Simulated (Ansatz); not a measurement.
# C2H6FNOW (SMILES C[N]=[W]([CH3])(=[O])[F]): what the fields show

Input

```
crystal:
  periodic: [false, false, false]
  atoms:
    - {symbol: C, position_ang: [-1.460126, -1.561486, 0.679100]}
    - {symbol: N, position_ang: [-0.619648, -0.419518, 0.637230]}
    - {symbol: W, position_ang: [-0.084022, 1.129625, 0.049002]}
    - {symbol: C, position_ang: [1.801015, 0.682220, -0.793700]}
    - {symbol: O, position_ang: [-1.062811, 1.590885, -1.266890]}
    - {symbol: F, position_ang: [0.043916, 2.395297, 1.428656]}
    - {symbol: H, position_ang: [-2.219876, -1.534042, -0.109873]}
    - {symbol: H, position_ang: [-0.858809, -2.467000, 0.546996]}
    - {symbol: H, position_ang: [-1.960882, -1.634455, 1.649676]}
    - {symbol: H, position_ang: [2.471984, 0.315115, -0.011358]}
    - {symbol: H, position_ang: [1.726036, -0.084336, -1.566973]}
    - {symbol: H, position_ang: [2.223214, 1.587695, -1.241856]}
basis:
  gaussian: {orbitals: def2-TZVPP}
hamiltonian: {xc: pbe0, dispersion: d4}
output: {orbitals: {seedname: orbitals}}
```

Run with:

```sh
ansatz run in.yaml --threads 4 --pin off --events-out ev --progress --plain --max-ram 11315MiB
```

Geometry: PBE0-D4/def2-TZVP; core potentials replace the inner electrons of W.

Level of theory: RKS PBE0-D4/def2-TZVPP in Ansatz 0.2.0.

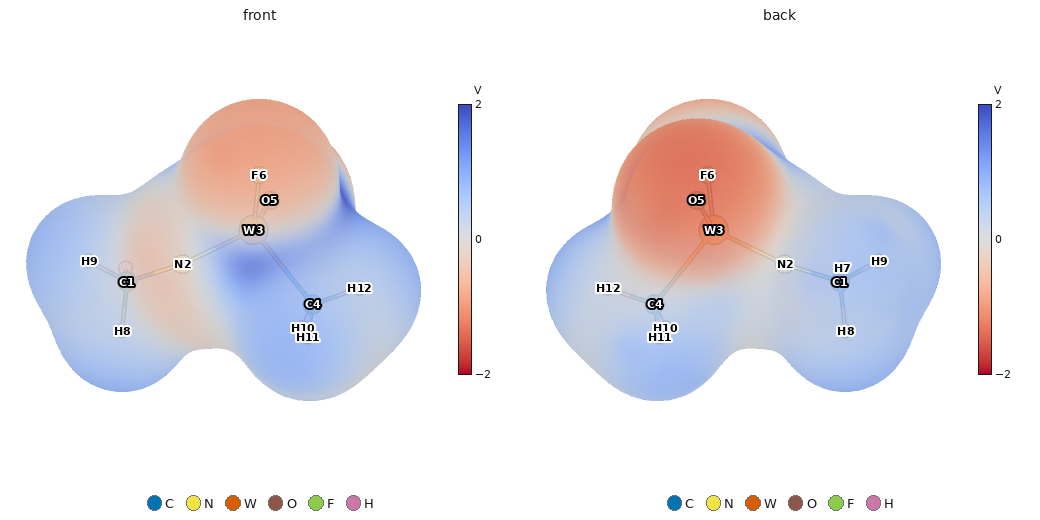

Figure 1. The electrostatic potential painted on the density surface at 0.001 e/bohr³, seen from the front and from behind; the colour scale runs from red (negative) to blue (positive).

> Where is the surface potential most negative and most positive?

The most negative region (about −1.3 V) lies over O5, the most positive (about +1.5 V) over W3. O5 is the likeliest acceptor of a hydrogen bond.

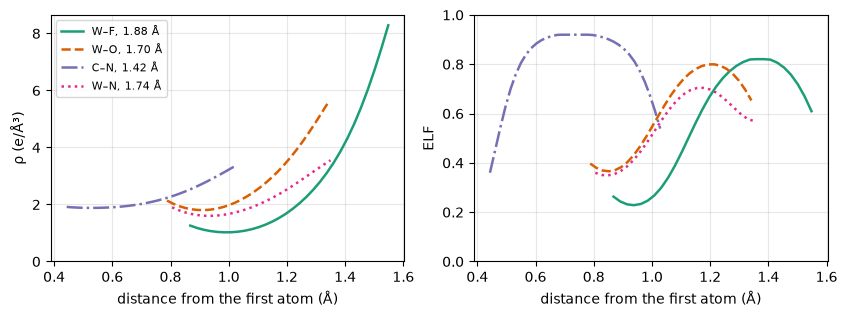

Figure 2. Electron density and electron localisation function along straight lines between neighbouring atoms. The curves leave out the atomic cores.

> Compare the contacts.

W–F (1.88 Å): the density is about 1.1 e/Å³ at the midpoint; the ELF peaks at about 0.80 in the valence shell of F, 0.5 Å from its nucleus, and drops to about 0.25 between the two atoms.
W–O (1.70 Å): ρ is about 1.9 e/Å³ halfway; the ELF peaks at about 0.80 in the valence shell of O, 0.5 Å from its nucleus, and drops to about 0.35 between the two atoms.
C–N (1.42 Å): ρ is about 2 e/Å³ halfway; the ELF peaks at about 0.90 between the atoms; localised, covalent bonding.
W–N (1.74 Å): ρ at the midpoint is about 1.7 e/Å³; the ELF peaks at about 0.70 in the valence shell of N, 0.6 Å from its nucleus, and drops to about 0.35 between the two atoms.

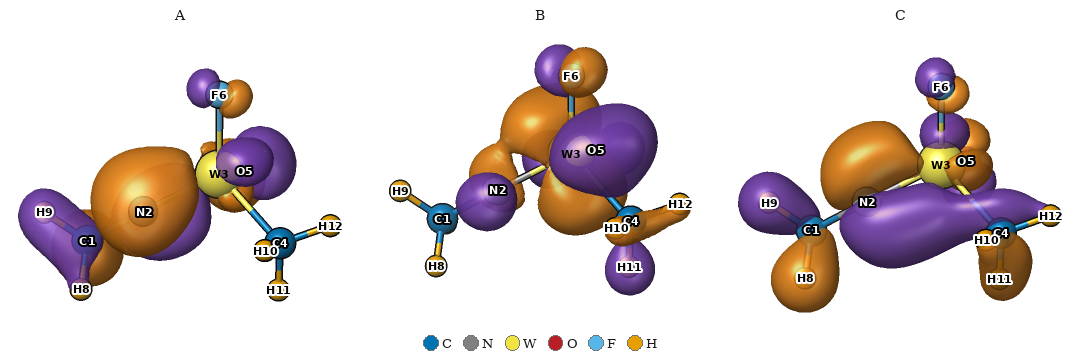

Figure 3. Three frontier orbitals at ±0.1 Å⁻³ᐟ² (orange and purple are the two phases), in no order.

> Order the three orbitals by energy and name them.

C is the HOMO−1 (−8.16 eV). Its weight (Hirshfeld) is mainly on N2 (about 40 %), W3 (about 25 %), C1 (about 10 %), C4 (about 5 %) and O5 (about 5 %). A is the HOMO (−7.69 eV). By Hirshfeld shares it lies mainly on N2 (about 45 %), O5 (about 15 %), W3 (about 15 %) and C1 (about 10 %). B is the LUMO (−1.70 eV). Its weight (Hirshfeld) is mainly on W3 (about 60 %), F6 (about 10 %), N2 (about 10 %), O5 (about 5 %) and C4 (about 5 %).

> What is the HOMO–LUMO gap?

5.99 eV between the orbital energies.
